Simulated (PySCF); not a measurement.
Molecule: SMILES n1ccsc1Sc1ccccc1 (C9H7NS2). Atoms near the plane z = 1.0 Å, at the GFN2-xTB optimised geometry (x, y, z in Å): C1 (-1.1, -3.7, -0.1), C4 (0.7, -1.6, 0.0), S5 (1.9, -0.2, 0.0), C6 (0.9, 1.2, 0.0), N7 (-0.4, 1.2, 0.0), C8 (-0.9, 2.4, 0.0), C9 (0.1, 3.4, 0.0), S10 (1.6, 2.8, 0.0), C11 (0.8, -2.6, 0.9), C12 (-0.1, -3.6, 0.8), H13 (-1.8, -4.5, -0.2), H16 (-1.9, 2.5, 0.0), H17 (-0.1, 4.5, 0.0), H18 (1.6, -2.5, 1.6), H19 (0.0, -4.4, 1.6).

Calculation: PBE/def2-SVP (PySCF). Cells within 0.4 Å of a nucleus heavier than hydrogen are left out (blank, or x). The values are rescaled to run from 0 to 1.

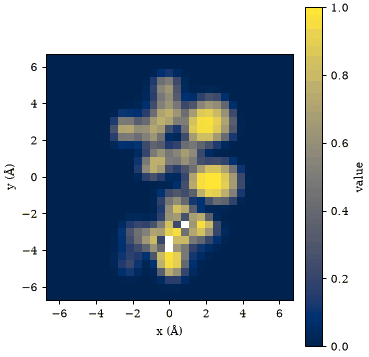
Figure. a field on the plane z = 1.0 Å.

Q: Which quantity is mapped?
A) Laplacian of the electron density
B) electron localisation function
C) an orbital amplitude
D) deformation density (molecule minus spherical neutral atoms)

A: B, electron localisation function
